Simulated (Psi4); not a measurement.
**BH (SMILES [BH]): MP2/def2-TZVPPD**

What is the vertical electron affinity of BH at MP2/def2-TZVPPD? 

The calculation is run with Psi4 1.11.

1 further run of the same task is left out (set aside as unsound or not needed).

### Step 1. The system as given

BH has 2 atoms, charge 0, and is taken as a singlet. SMILES: `[BH]`. Geometry: the measured bond length.

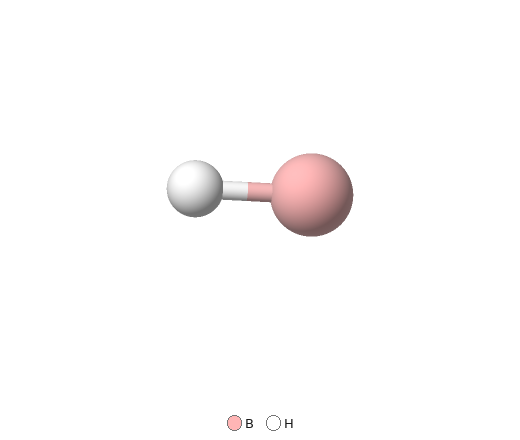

Viewed from a chosen angle; boron pink, hydrogen white.

### Step 2. A single-point energy at MP2/def2-TZVPPD

File job.json:

```json
{
  "schema_name": "qcschema_input",
  "schema_version": 1,
  "molecule": {
    "schema_name": "qcschema_molecule",
    "schema_version": 2,
    "symbols": ["B", "H"],
    "geometry": [0.0, 0.0, 0.0, 0.0, 0.0, 2.32889848],
    "molecular_charge": 0,
    "molecular_multiplicity": 1,
    "fix_symmetry": "c1"
  },
  "driver": "energy",
  "model": {
    "method": "mp2",
    "basis": "def2-TZVPPD"
  },
  "keywords": {
    "puream": true,
    "e_convergence": 1e-09,
    "d_convergence": 1e-08,
    "scf_type": "pk",
    "num_frozen_docc": 1,
    "mp2_type": "conv"
  }
}
```

The run is started by

```bash
$ psi4 --qcschema job.json -n 1 --memory 1600MB
```

stdout:

```text
[...]
  Running in c1 symmetry.
[...]
  Nuclear repulsion =    2.146937723107621
[...]
  Multiplicity = 1
[...]
  Nalpha       = 3
  Nbeta        = 3
[...]
    Number of basis functions: 54
[...]
   @RHF iter   1:   -25.12483576024128   -6.63017e-01   1.32522e-03 ADIIS/DIIS
[...]
   @RHF iter   8:   -25.13044075501691   -9.03100e-12   4.46636e-09 DIIS
[...]
    Orbital Energies [Eh]
    ---------------------
    Doubly Occupied:
       1A     -7.686107     2A     -0.649163     3A     -0.348023
    Virtual:
       4A      0.043001     5A      0.043001     6A      0.054908
       7A      0.144251     8A      0.182335     9A      0.183135
      10A      0.183135    11A      0.185863    12A      0.185863
      13A      0.260589    14A      0.260589    15A      0.281843
      16A      0.333147    17A      0.375803    18A      0.375803
      19A      0.462058    20A      0.602685    21A      0.664281
      22A      0.664281    23A      0.686287    24A      0.686287
      25A      0.918116    26A      1.069818    27A      1.130588
[...]
  @RHF Final Energy:   -25.13044075501691
   => Energetics <=
    Nuclear Repulsion Energy =              2.1469377231076212
    One-Electron Energy =                 -37.1881721335491804
    Two-Electron Energy =                   9.9107936554246550
    Total Energy =                        -25.1304407550169060
[...]
 Multipole Moments:
 ------------------------------------------------------------------------------------
     Multipole            Electronic (a.u.)      Nuclear  (a.u.)        Total (a.u.)
 ------------------------------------------------------------------------------------
 L = 1.  Multiply by 2.5417464519 to convert [e a0] to [Debye]
 Dipole X            :          0.0000000            0.0000000            0.0000000
 Dipole Y            :         -0.0000000            0.0000000           -0.0000000
 Dipole Z            :         -0.4699816            1.1570103            0.6870287
 Magnitude           :                                                    0.6870287
[...]
	SCS-MP2 Total Energy (a.u.)        :   -25.21416088902503
	SOS-MP2 Total Energy (a.u.)        :   -25.21257002991716
	SCSN-MP2 Total Energy (a.u.)       :   -25.13884049110646
[...]
	SOS-PI-MP2 Total Energy (a.u.)     :   -25.22625824240054
[...]
	MP2 Total Energy (a.u.)            :   -25.20365439475740
[...]
```

The result, in JSON:

```text
{
 "driver": "energy",
 "model": {
  "method": "mp2",
  "basis": "def2-TZVPPD"
 },
 "success": true,
 "return_result": -25.203654394757397,
 "properties": {
  "calcinfo_nbasis": 54,
  "calcinfo_nmo": 54,
  "calcinfo_nalpha": 3,
  "calcinfo_nbeta": 3,
  "calcinfo_natom": 2,
  "nuclear_repulsion_energy": 2.146937723107621,
  "return_energy": -25.203654394757397,
  "scf_one_electron_energy": -37.18817213354918,
  "scf_two_electron_energy": 9.910793655424655,
  "scf_dipole_moment": [1.9736374651149553e-08, -2.0935395278305028e-08, 0.687028737452154],
  "scf_total_energy": -25.130440755016906,
  "scf_iterations": 8,
  "mp2_same_spin_correlation_energy": -0.004772577323608892,
  "mp2_opposite_spin_correlation_energy": -0.06844106241688246,
  "mp2_singles_energy": 0.0,
  "mp2_doubles_energy": -0.07321363974049135,
  "mp2_correlation_energy": -0.07321363974049078,
  "mp2_total_energy": -25.203654394757397
 }
}
```

Wall time 1.9 s (1 thread of AMD EPYC 7R43 (Zen 3), shared host); peak memory 0.22 GiB.

### Step 3. The doublet anion at the same level

File input.in:

```
memory 1600 mb

molecule molecule1 {
  -1 2
  B      0.000000     0.000000     0.000000
  H      0.000000     0.000000     1.232400
  symmetry c1
}

set globals {
  reference uhf
  puream true
  e_convergence 1e-09
  d_convergence 1e-08
  scf_type pk
  num_frozen_docc 1
  mp2_type conv
  maxiter 200
}

energy('mp2/def2-TZVPPD')
print_variables()
```

The run is started by

```bash
$ psi4 input.in input.out -n 1
```

input.out:

```text
[...]
  Running in c1 symmetry.
[...]
  Nuclear repulsion =    2.146937725860111
[...]
  Multiplicity = 2
[...]
  Nalpha       = 4
  Nbeta        = 3
[...]
    Number of basis functions: 54
[...]
   @UHF iter   1:   -25.08008998675307   -6.18271e-01   2.92575e-03 DIIS/ADIIS
[...]
   @UHF iter  13:   -25.11129190954483   -1.12124e-11   9.68551e-09 DIIS
[...]
   @S^2 Observed:                7.684720259E-01
[...]
    Orbital Energies [Eh]
    ---------------------
    Alpha Occupied:
       1A     -7.380923     2A     -0.392131     3A     -0.088274
       4A     -0.015651
    Alpha Virtual:
       5A      0.199952     6A      0.263686     7A      0.312518
       8A      0.351565     9A      0.354377    10A      0.354548
      11A      0.357370    12A      0.359208    13A      0.434597
      14A      0.475610    15A      0.482264    16A      0.525156
      17A      0.565761    18A      0.576827    19A      0.683836
      20A      0.828611    21A      0.896391    22A      0.897682
      23A      0.919250    24A      0.927799    25A      1.163929
[...]
  @UHF Final Energy:   -25.11129190954483
   => Energetics <=
    Nuclear Repulsion Energy =              2.1469377258601106
    One-Electron Energy =                 -38.8720403482620185
    Two-Electron Energy =                  11.6138107128570720
    Total Energy =                        -25.1112919095448319
  UHF NO Occupations:
  HONO-2 :    2  A 1.9995616
  HONO-1 :    3  A 1.9911640
[...]
 Multipole Moments:
 ------------------------------------------------------------------------------------
     Multipole            Electronic (a.u.)      Nuclear  (a.u.)        Total (a.u.)
 ------------------------------------------------------------------------------------
 L = 1.  Multiply by 2.5417464519 to convert [e a0] to [Debye]
 Dipole X            :          0.0000000            0.0000000            0.0000000
 Dipole Y            :          0.0000000            0.0000000            0.0000000
 Dipole Z            :         -0.3150718            1.1570103            0.8419385
 Magnitude           :                                                    0.8419385
[...]
	SCS-MP2 Total Energy (a.u.)        :   -25.20697284266625
	SOS-MP2 Total Energy (a.u.)        :   -25.20276338808837
	SCSN-MP2 Total Energy (a.u.)       :   -25.13351782971602
[...]
	SOS-PI-MP2 Total Energy (a.u.)     :   -25.21800863451229
[...]
	MP2 Total Energy (a.u.)            :   -25.20014650539808
[...]
```

Wall time 2.1 s (1 thread of AMD EPYC 7R43 (Zen 3), shared host); peak memory 0.22 GiB.

### Step 4. Results

At MP2/def2-TZVPPD, 1 core orbital frozen:

| quantity | value |
| --- | --- |
| singlet BH: total energy | -25.20365 Eh |
| singlet BH: HOMO energy (Hartree–Fock orbitals) | -9.47 eV |
| singlet BH: LUMO energy (Hartree–Fock orbitals) | 1.17 eV |
| singlet BH: HOMO–LUMO gap (Hartree–Fock orbitals) | 10.64 eV |
| singlet BH: correlation energy (1 core orbital frozen) | -73.2 mEh |
| doublet anion: total energy | -25.20015 Eh |
| doublet anion: HOMO energy (Hartree–Fock orbitals) (highest over α and β) | -0.43 eV |
| doublet anion: LUMO energy (Hartree–Fock orbitals) (lowest over α and β) | 5.44 eV |
| doublet anion: correlation energy (1 core orbital frozen) | -88.9 mEh |
| doublet anion: ⟨S²⟩ of the reference determinant | 0.768 |
| vertical electron affinity (to the doublet anion) | -0.095 eV |

In words: The anion lies 0.10 eV (9.2 kJ/mol) above the neutral: the electron isn't bound at this level, and such a value depends on the basis.
